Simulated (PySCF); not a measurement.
**C$_{2}$H$_{7}$BS$_{3}$Si (SMILES [SiH3]S[C@H]1CSBS1): density, localisation and related maps**

The calculation's input:

```
{"job": {"kind": "nmr", "xc": "PBE0", "basis": "pcSseg-1"}, "charge": 0, "multiplicity": 1}
Si    -2.667674     0.047920     0.171036
S     -1.443615    -1.052099     1.567192
C      0.240395    -0.500551     1.133148
C      0.777446    -1.182460    -0.110721
S      2.309964    -0.356452    -0.674102
B      1.842431     1.264052    -0.092306
S      0.392754     1.327125     0.954495
H     -2.160791    -0.084436    -1.226773
H     -2.792085     1.488453     0.528096
H     -3.992216    -0.624805     0.298010
H      0.849966    -0.775892     2.008243
H      0.045794    -1.130706    -0.931409
H      0.994818    -2.240311     0.093667
H      2.468919     2.249739    -0.371038
```

Command:

```sh
OMP_NUM_THREADS=1 python probes_run.py task.json out
```

Geometry: PBE0-D3(BJ)/def2-SVP.

The calculation used PBE0/pcSseg-1, SCF density, gas phase, non-relativistic in PySCF 2.14.0.

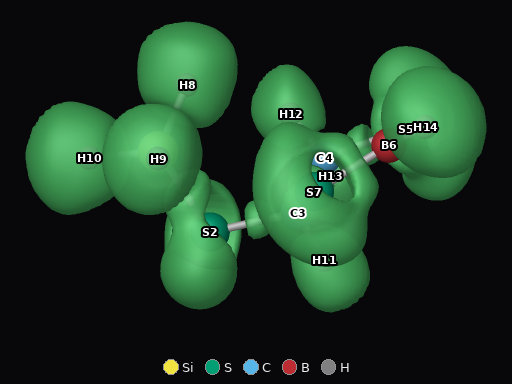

Figure 1. Isosurface of the electron localisation function at 0.8 (green), seen from one side. Only the valence region is drawn (cores and ρ < 0.01 e/Å³ removed).

**Where are the electrons localised?**

The surface consists of one region between bonded C–C atoms (shared pairs), three regions between bonded C–S atoms (shared pairs), seven regions around hydrogen nuclei and three regions on S in which the atom's valence shell and bonds are merged. Profiles from the grid: C–C (1.52 Å): the ELF peaks at about 0.95 between the atoms (localised, covalent bonding). B–S (1.78 Å): the ELF peaks at about 0.95 between the atoms, as expected for a covalent bond.

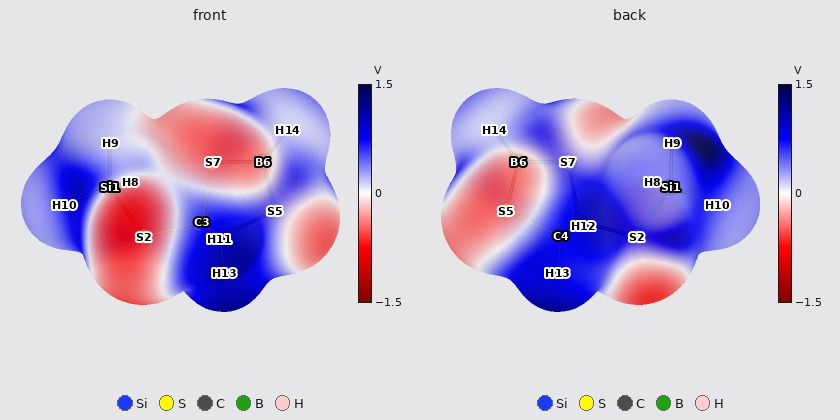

Figure 2. The electrostatic potential painted on the density surface at 0.002 e/bohr³, seen from the front and from behind; the colour scale runs from red (negative) to blue (positive).

**Describe the electrostatic potential map.**

The most negative region (about −0.7 V) lies over S2, the most positive (about +1.4 V) over Si1.

**What dipole moment does the calculation give?**

Its dipole moment is 0.96 D.
